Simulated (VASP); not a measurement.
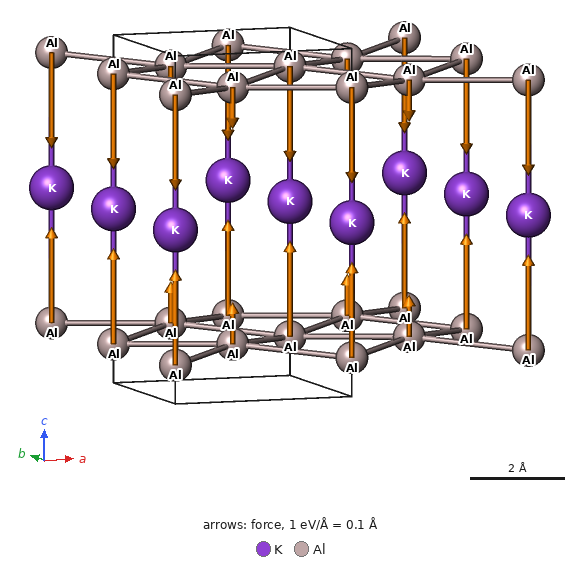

Starting geometry of solid KAl4 (a generated structure, set up in P4/mmm) with the computed forces as orange arrows. Style: ball-and-stick. Shown: the cell of the calculation, repeated 2 × 2 × 1 with one cell outlined, slightly off an axis.

The run lets cell and atoms move.

Method: Kohn-Sham DFT of a periodic cell, PBE, VASP PAW PBE potentials, recommended in VASP 6.6.1.

Input file:
```
PREC     = Accurate       # precision mode
ENCUT    = 600            # plane-wave cutoff, eV
EDIFF    = 1E-6           # SCF threshold, eV
ISMEAR   = 0              # smearing method
SIGMA    = 0.1            # smearing width, eV
LREAL    = F              # projectors in reciprocal space
LASPH    = T              # aspherical terms in the spheres
NELM     = 60             # most SCF steps
ALGO     = Fast           # electronic algorithm
ISIF     = 3              # what is computed and relaxed
LWAVE    = F              # write WAVECAR
LCHARG   = F              # write CHGCAR
GGA      = PE             # functional
IBRION   = 2              # ionic algorithm
NSW      = 90             # ionic steps
EDIFFG   = -0.04          # ionic threshold
```

Run as
```bash
cat potpaw_PBE.64/K_sv/POTCAR potpaw_PBE.64/Al/POTCAR > POTCAR
mpirun -np 1 vasp_std > vasp.out
```

Is this structure relaxed? If not, where do the atoms go?

Answer. It isn't relaxed: the largest force vector, on Al atoms, is 20.84 eV/Å. The atoms end up moving mostly along the starting forces (cosine between the two patterns 0.95). Over 18 geometry steps the energy falls by 9.221 eV per cell of the calculation. The largest force component goes from 21 to 0.016 eV/Å. Pressure: 24.93 GPa at the start and −0.06 GPa at the end. The largest moves relative to the cell, 0.29 Å, are those of Al atoms. K stays in place. The volume changes by +9.8 %, with a = b 4.014 → 3.802 Å (−5.3 %), c 7.522 → 9.206 Å (+22.4 %). Near-neighbour distances that change, for instance: Al–Al 1.968 → 2.939 Å, Al–Al 1.675 → 2.630 Å, Al–K 2.923 → 3.288 Å, Al–Al 2.842 → 2.693 Å. The space group stays P4/mmm (No. 123).

Limits of the set-up: the k-point mesh is coarse for a cell with partly filled bands.
